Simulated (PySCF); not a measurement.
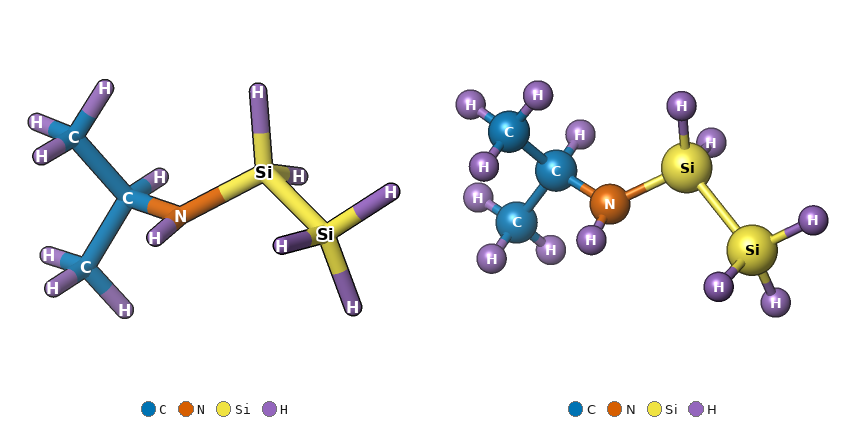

The same structure drawn twice, from different directions.

The geometry was computed by an optimisation with GFN2-xTB. No frequency run is at hand to confirm it as a minimum.

What does the picture show?

It has 19 atoms: 3 carbon, 13 hydrogen, 1 nitrogen and 2 silicon (C3H13NSi2). As SMILES it reads `CC(C)N[SiH2][SiH3]`. It has no ring. Among its groups: Si–H bond, Si–N bond. This geometry has C1 symmetry. Coordination, clear cases only: 3 C tetrahedral; 2 Si tetrahedral.

The parts below concern this one geometry. Atoms keep their numbers from picture to picture.

**Dipole moment**

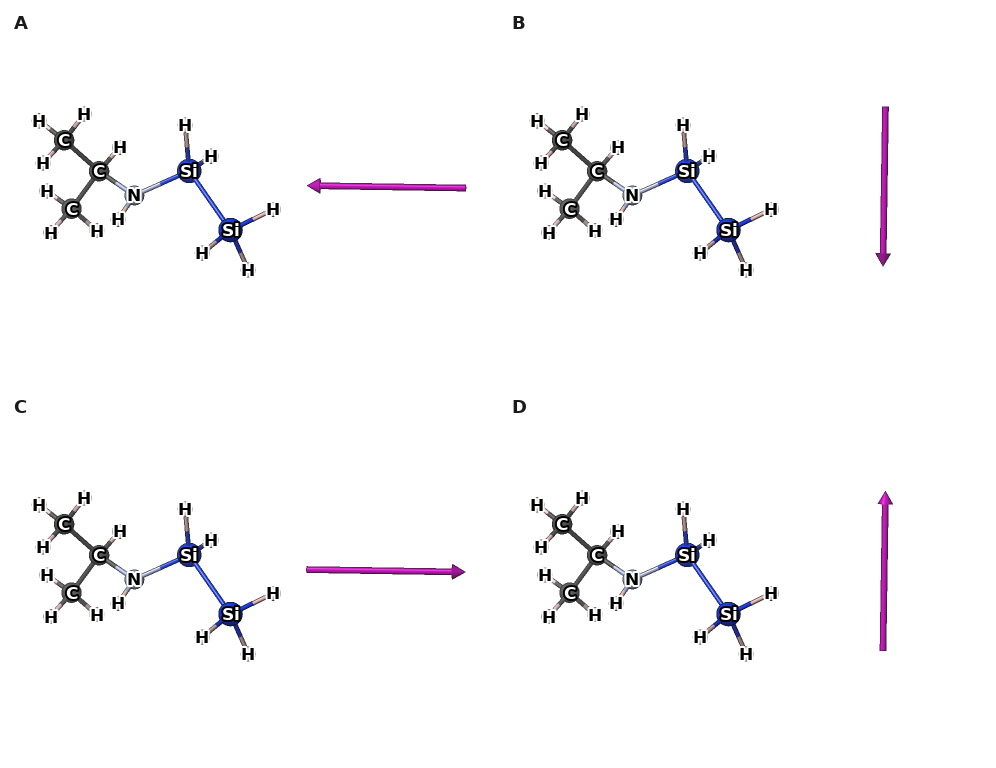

The same molecule four times, each with an arrow. No frequency run is at hand to confirm it as a minimum. Method: PBE0/pcSseg-1, gas phase (PySCF 2.14.0).

Question: Which arrow points along the dipole moment, from the negative to the positive end?

Answer: A. The dipole moment is 1.28 D.

**Excitation**

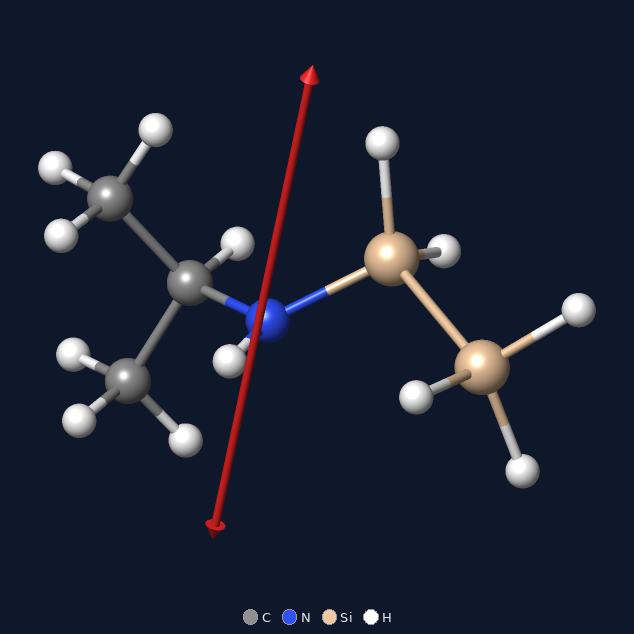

The double arrow shows the direction of the transition dipole to excited singlet state 5 (its length means nothing). No frequency run is at hand to confirm it as a minimum. Properties computed with TDDFT PBE0/def2-SVPD, vertical, gas phase, core orbitals frozen in the response (PySCF 2.14.0).

Question: Where does the transition lie, and how strong is it?

Answer: 6.77 eV (183 nm), oscillator strength 0.017, mainly HOMO → LUMO+4 (weight 0.96); transition dipole 0.82 D.

**Polarisability**

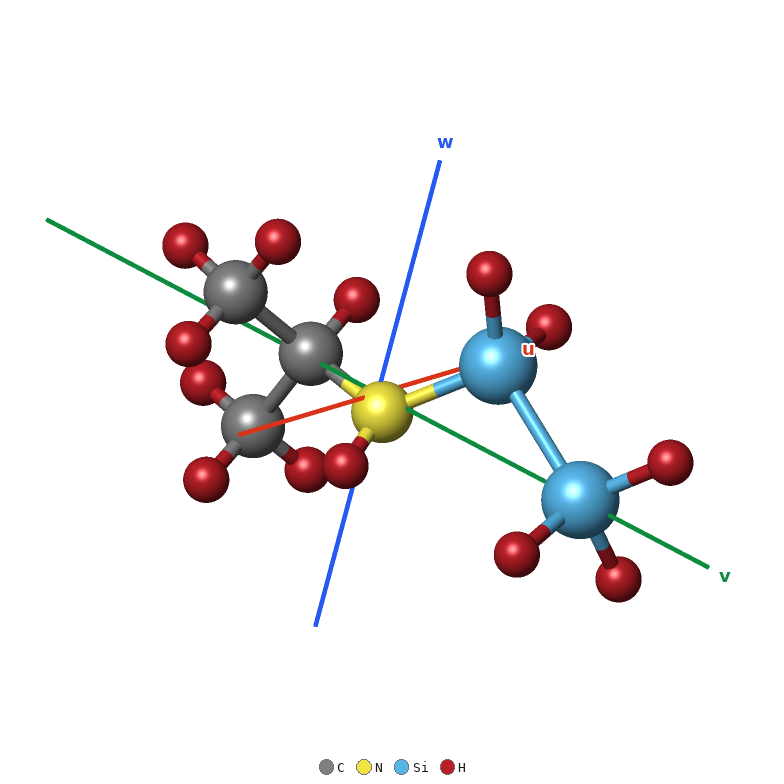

The lines u, v and w are the principal axes of the static dipole polarisability. No frequency run is at hand to confirm it as a minimum. Method: PBE0/def2-SVPD (PySCF 2.14.0).

Question: Along which axis is the molecule most polarisable, and along which least?

Answer: Most along v, least along u.

Question: Give the three principal values.

Answer: u 89.8, v 124.0, w 96.8 bohr³; mean 103.5, anisotropy 31.3 bohr³.

The geometry is semi-empirical. Around Si such bond lengths and angles can be off by a tenth of an ångström or more and by several degrees, and values that hang on the shape move with them.
